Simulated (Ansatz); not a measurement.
# SiHF2 (SMILES F[SiH]F) at U-wB97M-V/STO-3G

What is the vertical ionisation energy of SiHF2 at U-wB97M-V/STO-3G? 

The calculation is run with Ansatz 0.2.0.

66 further runs of the same task are left out: 9 that didn't finish, 57 set aside as unsound or not needed.

**1. The molecule**

The species is SiHF2 (4 atoms), meant as a doublet with charge 0. As SMILES, `F[SiH]F`. The coordinates come from a GFN2-xTB relaxation.

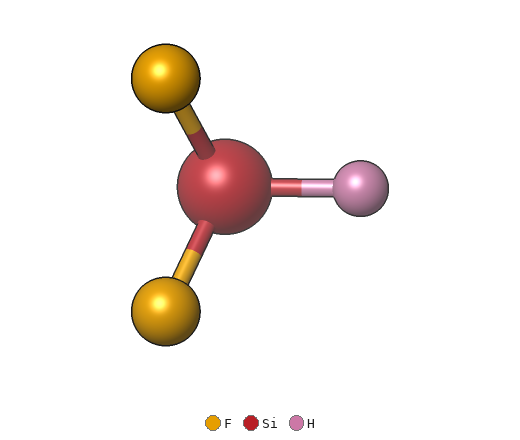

Viewed from a chosen angle; fluorine amber, silicon red, hydrogen pink.

**2. The energy at U-wB97M-V/STO-3G**

run.yaml

```yaml
crystal:
  periodic: [false, false, false]
  atoms:
    - symbol: F
      position_ang: [1.226950, 0.652980, -0.410280]
    - symbol: Si
      position_ang: [-0.028060, -0.342890, -0.301090]
    - symbol: F
      position_ang: [-1.234200, 0.716240, -0.252780]
    - symbol: H
      position_ang: [0.035310, -1.026330, 0.964150]
basis:
  gaussian: {orbitals: STO-3G}
magnetization: {spin_polarized: true, initial_magnetization: 1}
hamiltonian: {xc: {name: wB97M-V}}
accuracy: high
```

On the command line:

```console
ansatz run run.yaml --threads 1 --pin off --max-ram 2610MiB --events-out events.jsonl --progress --plain --runs-dir runs
```

The log of the run:

```text
Warning: RAYON_NUM_THREADS=1 ignored (pool sized by the plan → 1); use --threads N
Functional definition: wB97M-V
  name "wB97M-V"
  parameter omega = 0.3/bohr
  parameter cx = 0.15
  parameter cx01 = 1.007
  parameter cx10 = 0.259
  parameter css00 = 0.443
  parameter css04 = -1.437
  parameter css10 = -4.535
  parameter css20 = -3.390
  parameter css43 = 4.278
  parameter cos00 = 1.000
  parameter cos10 = 1.358
  parameter cos20 = 2.924
  parameter cos21 = -8.812
  parameter cos60 = -1.390
  parameter cos61 = 9.142
  parameter b = 6.0
  parameter c = 0.01
  gx(w, u) = 1 - cx + cx01*u + cx10*w
  gss(w, u) = css00 + css04*u^4 + css10*w + css20*w^2 + css43*w^4*u^3
  gos(w, u) = cos00 + cos10*w + (cos20 + cos21*u)*w^2 + (cos60 + cos61*u)*w^6
  exchange = spin_sum(e_x_unif_sr(omega)*gx(b97_w, b97_u_x)) + cx*exact_x_sr(omega) + exact_x_lr(omega)
  correlation = spin_sum(e_c_pw_mod_same_spin*gss(b97_w, b97_u_same))
      + integral(e_c_pw_mod_opposite_spin*gos(b97_w_opposite, b97_u_opposite)) + vv10(b, c)
361 factors; integrals over basis functions are off by at most 3.0e-8 eV
134 factors; integrals over basis functions are off by at most 1.2e-9 eV
mean field evaluation 1: about -13154.7965 eV, gradient 1.6e1 eV
mean field evaluation 2: about -13156.4911 eV, gradient 1.0e1 eV
mean field evaluation 4: about -13157.2089 eV, gradient 2.0e-1 eV
mean field evaluation 8: about -13157.2018 eV, gradient 5.9e-3 eV
mean field evaluation 16: about -13157.2018 eV, gradient 5.4e-6 eV
mean field -13157.20179946 eV, -483.5182478584 hartree, gradient 6.1e-8 eV, S^2 0.752010; 0 other end points of the search recorded, 0 dependent functions left out
reference -13157.20180125 eV, -483.5182479241 hartree; 17, 16 occupied and 3, 4 virtual orbitals, 361 factors
Total energy: -13157.20180125 eV, -483.5182479241 hartree
```

It took 11 s on 1 thread of Intel Xeon 6975P-C (Granite Rapids), shared host; peak memory 0.49 GiB.

**3. The singlet cation**

run.yaml

```yaml
crystal:
  periodic: [false, false, false]
  atoms:
    - {symbol: F, position_ang: [1.226950, 0.652980, -0.410280]}
    - {symbol: Si, position_ang: [-0.028060, -0.342890, -0.301090]}
    - {symbol: F, position_ang: [-1.234200, 0.716240, -0.252780]}
    - {symbol: H, position_ang: [0.035310, -1.026330, 0.964150]}
basis:
  gaussian: {orbitals: STO-3G}
total_charge: 1
hamiltonian: {xc: {name: wB97M-V}}
accuracy: high
```

On the command line:

```console
ansatz run run.yaml --threads 1 --pin off --max-ram 2610MiB --events-out events.jsonl --progress --plain --runs-dir runs
```

The log of the run (excerpt; [...] marks lines left out):

```text
Warning: RAYON_NUM_THREADS=1 ignored (pool sized by the plan → 1); use --threads N
[... 2 set-up lines as earlier in the session ...]
[...]
  gx(w, u) = 1 - cx + cx01*u + cx10*w
  gss(w, u) = css00 + css04*u^4 + css10*w + css20*w^2 + css43*w^4*u^3
  gos(w, u) = cos00 + cos10*w + (cos20 + cos21*u)*w^2 + (cos60 + cos61*u)*w^6
[...]
      + integral(e_c_pw_mod_opposite_spin*gos(b97_w_opposite, b97_u_opposite)) + vv10(b, c)
361 factors; integrals over basis functions are off by at most 3.0e-8 eV
134 factors; integrals over basis functions are off by at most 1.2e-9 eV
[...]
mean field -13151.27896832 eV, -483.3005878288 hartree, gradient 7.9e-8 eV, S^2 0.000000; 0 other end points of the search recorded, 0 dependent functions left out
reference -13151.27897011 eV, -483.3005878944 hartree; 16, 16 occupied and 4, 4 virtual orbitals, 361 factors
Total energy: -13151.27897011 eV, -483.3005878944 hartree
```

Run time: 6.9 s. Hardware: 1 thread of Intel Xeon 6975P-C (Granite Rapids), shared host; peak memory 0.27 GiB.

**4. Outcome**

Level: U-wB97M-V/STO-3G.

| quantity | value |
| --- | --- |
| doublet SiHF2: total energy | -483.51825 Eh |
| doublet SiHF2: ⟨S²⟩ | 0.752 |
| singlet cation: total energy | -483.30059 Eh |
| vertical ionisation energy (to the singlet cation) | 5.923 eV |

What this shows: The vertical ionisation energy comes to 5.92 eV (137 kcal/mol). Only the singlet of the ionised species was computed; a triplet could lie lower. In a minimal basis such a difference can be off by several eV, whatever the method.
